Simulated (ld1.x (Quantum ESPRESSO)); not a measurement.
# Pseudopotential generation for silicon: PAW, BLYP

Task: generate the file, and judge it by its errors in other configurations, its logarithmic derivatives, its ghosts and its cutoff.

The numbers are computed with ld1.x (Quantum ESPRESSO) 7.5 (BLYP, non-relativistic, spin-unpolarised reference atom).

## Step 1: The atom and the settings

Typed settings, in words:

| Quantity | Value |
| --- | --- |
| element | silicon (Si, Z = 14) |
| type | PAW |
| frozen core | [Ne] |
| valence charge | 4 |
| reference configuration | 3s1.5 3p2.5 |
| partial waves | 3s (bound): rcut 1.95, rcutus 2.05 bohr; 3s channel at -0.3 Ry: rcut 1.95, rcutus 2.05 bohr; 3p (bound): rcut 1.30, rcutus 1.60 bohr; 3p channel at 1.45 Ry: rcut 1.30, rcutus 1.60 bohr; 3d channel at 0.1 Ry: rcut 1.30, rcutus 1.60 bohr; 3d channel at 0.45 Ry: rcut 1.30, rcutus 1.60 bohr |
| local potential | all-electron potential smoothed inside 1.85 bohr (lloc = -2) |
| core correction | Bessel-smoothed model core, default radius (core density twice the valence density) |
| augmentation charge | PSQ, inside the norm-conserving radii |

An earlier all-electron run gives the scale for the radii.

All-electron outer shells of the reference configuration (BLYP, non-relativistic, ld1.x):

| shell | level (eV) | outermost node (bohr) | outermost maximum (bohr) |
| --- | --- | --- | --- |
| 2s | -139.45 | 0.15 | 0.45 |
| 2p | -96.40 | – | 0.39 |
| 3s | -11.02 | 0.72 | 1.77 |
| 3p | -4.23 | 0.72 | 2.11 |

## Step 2: Generating the potential

The input, Si.in:

```
 &input
   title='Si', zed=14., rel=0, dft='BLYP', iswitch=3,
   config='[Ne] 3s1.5 3p2.5 3d-2',
   nld=3, rlderiv=2.25, eminld=-3.0, emaxld=5.0, deld=0.02
 /
 &inputp
   pseudotype=3, lpaw=.true., tm=.true., lloc=-2, rcloc=1.85,
   nlcc=.true., new_core_ps=.true.,
   which_augfun='PSQ', rmatch_augfun_nc=.true.,
   file_pseudopw='Si.UPF', file_wfcaegen='ae.wfc', file_wfcncgen='nc.wfc', file_beta='beta', file_chi='chi', file_wfcusgen='us.wfc'
 /
6
3S  1  0   1.50   0.00  1.95  2.05  0.0
3S  1  0   0.00  -0.30  1.95  2.05  0.0
3P  2  1   2.50   0.00  1.30  1.60  0.0
3P  2  1   0.00   1.45  1.30  1.60  0.0
3D  3  2  -2.00   0.10  1.30  1.60  0.0
3D  3  2  -2.00   0.45  1.30  1.60  0.0
 &test
   configts(1)='3s1.5 3p2.5'
 /
```

Started as:

```console
$ ld1.x < Si.in > Si.out
```

What the program wrote to Si.out (without the banner and most projector matrices):

```text
     Program LD1 v.7.5
     --------------------------- All-electron run ----------------------------

     Si

     atomic number is 14.00
     dft =BLYP   lsd =0 sic =0 latt =0  beta=0.20 tr2=1.0E-14
     Exchange-correlation= BLYP
                           (   1   3   1   3   0   0   0)
     mesh =1141 r(mesh) = 100.57892 a.u. xmin = -7.00 dx = 0.01250
     1 Ry =  13.60569312 eV

     n l     nl                  e(Ry)          e(Ha)          e(eV)
     1 0     1S 1( 2.00)      -131.0689       -65.5345     -1783.2833
     2 0     2S 1( 2.00)       -10.2496        -5.1248      -139.4527
     2 1     2P 1( 6.00)        -7.0852        -3.5426       -96.3988
     3 0     3S 1( 1.50)        -0.8102        -0.4051       -11.0238
     3 1     3P 1( 2.50)        -0.3107        -0.1554        -4.2279

     final scf error:  7.4E-15 reached in  33 iterations

     Etot =    -578.482777 Ry,    -289.241388 Ha,   -7870.659136 eV

     Ekin =     577.670344 Ry,     288.835172 Ha,    7859.605427 eV
     Encl =   -1377.885452 Ry,    -688.942726 Ha,  -18747.086614 eV
     Eh   =     263.203123 Ry,     131.601562 Ha,    3581.060921 eV
     Exc  =     -41.470792 Ry,     -20.735396 Ha,    -564.238870 eV

     normalization and overlap integrals

     s(1S/1S) =  1.000000  <r> =   0.1116  <r2> =    0.0168  r(max) =   0.0732
     s(2S/2S) =  1.000000  <r> =   0.5704  <r2> =    0.3890  r(max) =   0.4543
     s(2P/2P) =  1.000000  <r> =   0.5382  <r2> =    0.3658  r(max) =   0.3861
     s(3S/3S) =  1.000000  <r> =   2.1423  <r2> =    5.3567  r(max) =   1.7744
     s(3P/3P) =  1.000000  <r> =   2.7621  <r2> =    9.2115  r(max) =   2.1137

     ------------------------ End of All-electron run ------------------------

     --------------------- Generating PAW atomic setup --------------------

      Generating local potential from pseudized AE potential:
      Matching radius rcloc =   1.8500
      Enforcing V''(0)=0 (lloc=-2)

      Local pseudo, rcloc= 1.842 Estimated cut-off energy=     8.62 Ry

      Computing core charge for nlcc:

       r > 1.13 : true rho core
      Core charge pseudized with two Bessel functions
      Integrated core pseudo-charge :   4.12
      Wfc-us  3S rcutus= 2.036  Estimated cut-off energy=    11.19 Ry
      Wfc-us  3S rcutus= 2.036  Estimated cut-off energy=    12.26 Ry
      Wfc-us  3P rcutus= 1.586  Estimated cut-off energy=    28.37 Ry
      Wfc-us  3P rcutus= 1.586  Estimated cut-off energy=    30.99 Ry
      Wfc-us  3D rcutus= 1.586  Estimated cut-off energy=    41.83 Ry
      Wfc-us  3D rcutus= 1.586  Estimated cut-off energy=    42.26 Ry

     Required augmentation: PSQ   radius:    2.050000

     Q pseudized with Bessel functions
     Expected ecutrho=     224.4085 due to l1=  2   l2=  2

     Estimated PAW energy =  -46.288001 Ryd

     The PAW screened D coefficients
     0.89719     0.67225     0.00000     0.00000     0.00000     0.00000
     0.67225     0.50454     0.00000     0.00000     0.00000     0.00000
     0.00000     0.00000     0.09566     0.14409     0.00000     0.00000
     0.00000     0.00000     0.14409     0.20634     0.00000     0.00000
     0.00000     0.00000     0.00000     0.00000    -0.27372    -0.28075
     0.00000     0.00000     0.00000     0.00000    -0.28075    -0.28772

     The PAW descreened D coefficients (US)
     0.39145     0.28408     0.00000     0.00000     0.00000     0.00000
     0.28408     0.20615     0.00000     0.00000     0.00000     0.00000
     0.00000     0.00000     0.15872     0.21048     0.00000     0.00000
     0.00000     0.00000     0.21048     0.26978     0.00000     0.00000
     0.00000     0.00000     0.00000     0.00000    -0.25014    -0.25439
     0.00000     0.00000     0.00000     0.00000    -0.25439    -0.25841

     ------------------- End of pseudopotential generation -------------------

     [... the all-electron block is printed once more ...]


     Computing logarithmic derivative in   2.23605
     Computing logarithmic derivative in   2.23605
     Computing the partial wave expansion
     R is outside the sphere for l=    0 j= 0.00
     R is outside the sphere for l=    0 j= 0.00
     R is outside the sphere for l=    1 j= 0.00
     R is outside the sphere for l=    1 j= 0.00
     R is outside the sphere for l=    2 j= 0.00
     R is outside the sphere for l=    2 j= 0.00

     ---------------------- Testing the pseudopotential ----------------------

     Si

     atomic number is 14.00   valence charge is  4.00
     dft = SLA  LYP  B88  BLYP   lsd =0 sic =0 latt =0  beta=0.20 tr2=1.0E-14
     mesh =1141 r(mesh) = 100.57892 xmin = -7.00 dx = 0.01250

     n l     nl             e AE (Ry)        e PS (Ry)    De AE-PS (Ry)
     1 0     3S   1( 1.50)       -0.81023       -0.81023        0.00000
     2 1     3P   1( 2.50)       -0.31075       -0.31075        0.00000

     eps = 2.9E-15  iter =  1

     Etot =    -578.482777 Ry,    -289.241388 Ha,   -7870.659136 eV
     Etotps =   -46.288002 Ry,     -23.144001 Ha,    -629.780346 eV

     Ekin =      10.229884 Ry,       5.114942 Ha,     139.184668 eV
     Encl =     -20.817679 Ry,     -10.408840 Ha,    -283.238957 eV
     Ehrt =       5.770585 Ry,       2.885293 Ha,      78.512813 eV
     Ecxc =     -41.470792 Ry,     -20.735396 Ha,    -564.238870 eV
     (Ecc =      -6.897782 Ry,      -3.448891 Ha,     -93.849110 eV)

     ---------------------- End of pseudopotential test ----------------------
```

Wall time 2 s (1 thread, shared host). (Generation and the later configuration tests together.)

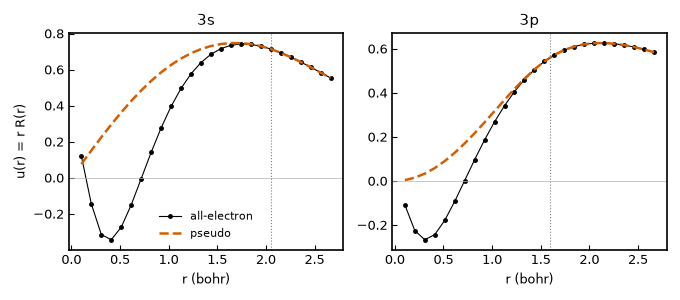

All-electron and pseudo partial waves (3s, 3p), with the matching radii dotted. The curves join 26 sampled radii.

## Step 3: Testing the new file in other configurations

The input, Si.test.in:

```
 &input
   title='Si', zed=14., rel=0, dft='BLYP', iswitch=2,
   config='[Ne] 3s1.5 3p2.5 3d-2'
 /
 &test
   file_pseudo='Si.UPF', nconf=8,
   configts(1)='3s1.5 3p2.5',
   configts(2)='3s2 3p2',
   configts(3)='3s2 3p1',
   configts(4)='3s2 3p0',
   configts(5)='3s1 3p0',
   configts(6)='3s1 3p3',
   configts(7)='3s0 3p4',
   configts(8)='3s2 3p2.3'
 /
```

Started as:

```console
$ ld1.x < Si.test.in > Si.test.out
```

Si.test.out, the pseudopotential blocks:

```text
     ---------------------- Testing the pseudopotential ----------------------

     Si

     atomic number is 14.00   valence charge is  4.00
     dft =SLA  LYP  B88  BLYP   lsd =0 sic =0 latt =0  beta=0.20 tr2=1.0E-14
     mesh =1141 r(mesh) = 100.57892 xmin = -7.00 dx = 0.01250

     n l     nl             e AE (Ry)        e PS (Ry)    De AE-PS (Ry)
     1 0     3S   1( 1.50)       -0.81023       -0.81023        0.00000
     2 1     3P   1( 2.50)       -0.31075       -0.31075        0.00000

     eps = 3.8E-15  iter =  1

     Etot =    -578.482777 Ry,    -289.241388 Ha,   -7870.659134 eV
     Etotps =   -46.288002 Ry,     -23.144001 Ha,    -629.780346 eV

     Ekin =      10.229884 Ry,       5.114942 Ha,     139.184668 eV
     Encl =     -20.817679 Ry,     -10.408840 Ha,    -283.238957 eV
     Ehrt =       5.770585 Ry,       2.885293 Ha,      78.512813 eV
     Ecxc =     -41.470792 Ry,     -20.735396 Ha,    -564.238870 eV
     (Ecc =      -6.897782 Ry,      -3.448891 Ha,     -93.849110 eV)

     ---------------------- End of pseudopotential test ----------------------

     ---------------------- Testing the pseudopotential ----------------------

     Si

     [...]
     n l     nl             e AE (Ry)        e PS (Ry)    De AE-PS (Ry)
     1 0     3S   1( 2.00)       -0.78188       -0.78181       -0.00006
     2 1     3P   1( 2.00)       -0.28934       -0.28933       -0.00001

     eps = 1.2E-15  iter =  6

     Etot =    -578.730807 Ry,    -289.365403 Ha,   -7874.033760 eV
     Etotps =   -46.536022 Ry,     -23.268011 Ha,    -633.154828 eV
     dEtot_ae =      -0.248030 Ry
     dEtot_ps =      -0.248020 Ry,   Delta E=      -0.000011 Ry

     [...]
     ---------------------- End of pseudopotential test ----------------------

     ---------------------- Testing the pseudopotential ----------------------

     Si

     [...]
     n l     nl             e AE (Ry)        e PS (Ry)    De AE-PS (Ry)
     1 0     3S   1( 2.00)       -1.38590       -1.38606        0.00015
     2 1     3P   1( 1.00)       -0.84732       -0.84744        0.00012

     eps = 6.1E-15  iter = 11

     Etot =    -578.172223 Ry,    -289.086112 Ha,   -7866.433841 eV
     Etotps =   -45.977424 Ry,     -22.988712 Ha,    -625.554719 eV
     dEtot_ae =       0.310553 Ry
     dEtot_ps =       0.310578 Ry,   Delta E=      -0.000025 Ry

     [...]
     ---------------------- End of pseudopotential test ----------------------

     ---------------------- Testing the pseudopotential ----------------------

     Si

     [...]
     n l     nl             e AE (Ry)        e PS (Ry)    De AE-PS (Ry)
     1 0     3S   1( 2.00)       -2.08884       -2.09038        0.00154
     2 1     3P   1( 0.00)       -1.50396       -1.50527        0.00131

     eps = 5.9E-15  iter =  9

     Etot =    -577.003502 Ry,    -288.501751 Ha,   -7850.532585 eV
     Etotps =   -44.808135 Ry,     -22.404067 Ha,    -609.645733 eV
     dEtot_ae =       1.479274 Ry
     dEtot_ps =       1.479867 Ry,   Delta E=      -0.000593 Ry

     [...]
     ---------------------- End of pseudopotential test ----------------------
```

4 tests gave no usable energy difference (3s1 3p0; 3s1 3p3; 3s0 3p4; 3s2 3p2.3); the test run stopped with "negative rho".

Excitation and ionisation energies from 3s1.5 3p2.5, with the error of the potential. The frozen-core shift comes from a second all-electron run, not shown, with the core orbitals held at their reference shape; it is that run's ΔE less the relaxed one.

```csv
valence configuration,charge,ΔE all-electron (eV),error AE − PS (meV),frozen-core shift (meV)
3s2 3p2,0,-3.375,-0.1,+0.2
3s2 3p1,+1,4.225,-0.3,+0.4
3s2 3p0,+2,20.127,-8.1,+9.0
```

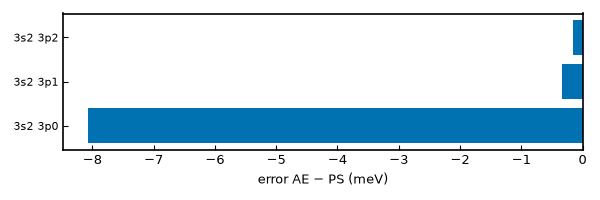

Error of the potential in each test configuration.

## Step 4: Scattering by logarithmic derivatives

Taken from the files of the generation run. The phase is arctan(r·u′/u) with u = r·R, unwrapped, with energies in Ry. A pole is an energy at which the radial function vanishes at the test radius. The pseudo phase is shifted by a multiple of π to meet the all-electron one at the reference energy. Levels narrower than the energy grid can be missing from the poles. The last column is the largest difference on the grid between −1 and +1 Ry.

| channel | radius (bohr) | reference (Ry) | poles AE | poles PS | window around the reference with phases within 0.05 rad (Ry) | largest difference near zero (rad) |
| --- | --- | --- | --- | --- | --- | --- |
| s | 2.24 | -0.81 | 0.99 | 0.99 | below 4.1 | 0.000 |
| p | 2.24 | -0.31 | 1.91 | 1.91 | below 4.6 | 0.000 |
| d | 2.24 | 0.10 | 2.77 | 2.77 | the whole range | 0.000 |

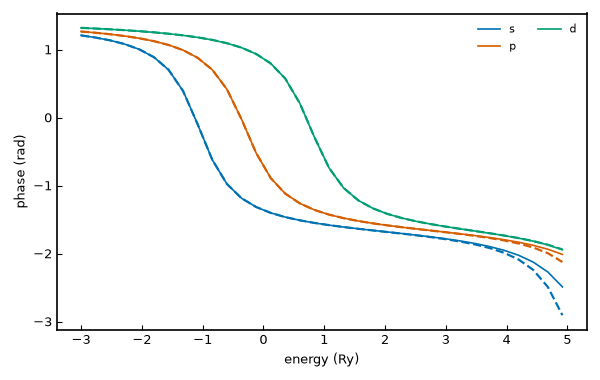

Phases by channel: all-electron solid, pseudo dashed.

## Step 5: Plane-wave convergence, by spherical Bessel functions

This step uses the generator's waves and projectors in a separate script. Basis: spherical Bessel functions vanishing at 20 bohr, q² up to the cutoff; potential fixed at the reference.

All-electron valence levels (Ry): 3s -0.8102, 3p -0.3108. The lowest levels of each channel (Ry) by cutoff; the last column sums, over occupied levels, occupation times the distance from the level at 400 Ry. A positive value at high cutoff is not a bound level.

```csv
cutoff (Ry),s #1,p #1,d #1,f #1,Σ f·Δε (mRy)
6,-0.8100,-0.3084,0.0487,0.1022,6.5
8,-0.8101,-0.3096,0.0485,0.1022,3.1
10,-0.8101,-0.3097,0.0483,0.1022,2.9
12,-0.8101,-0.3098,0.0483,0.1022,2.5
15,-0.8102,-0.3103,0.0482,0.1022,1.3
18,-0.8102,-0.3106,0.0481,0.1022,0.6
21,-0.8102,-0.3107,0.0481,0.1022,0.3
25,-0.8102,-0.3107,0.0481,0.1022,0.2
400,-0.8103,-0.3108,0.0480,0.1022,0.0
```

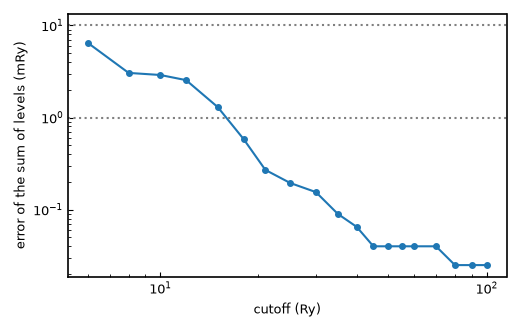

Occupation-weighted error of the valence levels against the cutoff; the dotted lines mark 10 and 1 mRy.

The sum stays within 10 mRy from 6 Ry or less and within 1 mRy from 18 Ry. The sum leaves out empty levels, which can need more. Ghost test: no level below the all-electron spectrum of its channel (s, p, d, f tested).

## Step 6: Summary of results

| quantity | value |
| --- | --- |
| cutoffs for 10 and 1 mRy, occupied levels | 6 Ry or less and 18 Ry |
| bound ghosts | none found |
| largest test error (AE − PS) | -8.1 meV, for 3s2 3p0 (4 tests unsolved) |
| largest phase difference near zero energy, channels read | 0.000 rad |
| lowest eigenvalue of the overlap (Bessel basis) | 0.461 (s) |
| density cutoff estimated by the generator | 224 Ry |

In words: The worst unpolarised test, 3s2 3p0, is off by 8.1 meV on 20.1 eV; by total energies transferability rates as good where solved. Freezing the core accounts for most of it. The test run broke off, so later configurations gave nothing; the verdict rests on few tests. It counts as soft on the atom at that tolerance, with 6 Ry or less needed at the looser tolerance. The tighter tolerance needs 18 Ry, and converged work needs a cutoff nearer that. The slowest occupied level is 3p: taken alone it needs 12 Ry to come within 1 mRy, against 6 Ry or less for 3s. It is free of bound ghosts as far as tested. Near zero energy the phases of the channels with partial waves agree within 0.001 rad. These are tests on the free atom; a crystal test is still owed.
